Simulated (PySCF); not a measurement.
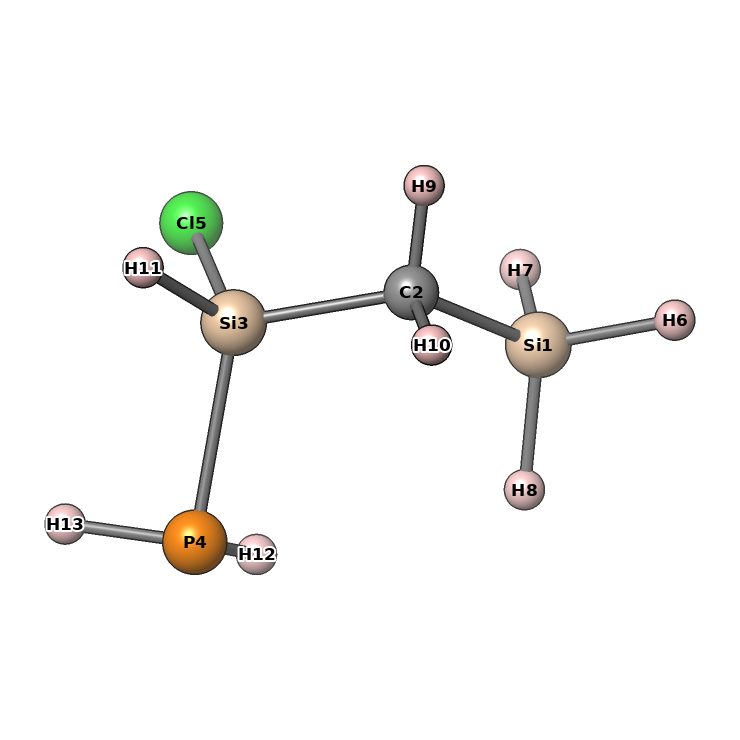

Distant atoms are faded towards the background colour. Computed geometry: PBE0-D3(BJ)/def2-SVP optimisation. No frequency run is at hand to confirm it as a minimum.

Which atoms or bonds are stereogenic?

Centres: Si3.

What are the Cahn–Ingold–Prelog descriptors?

Si3: R (priorities Cl5 > P4 > C2 > H11).
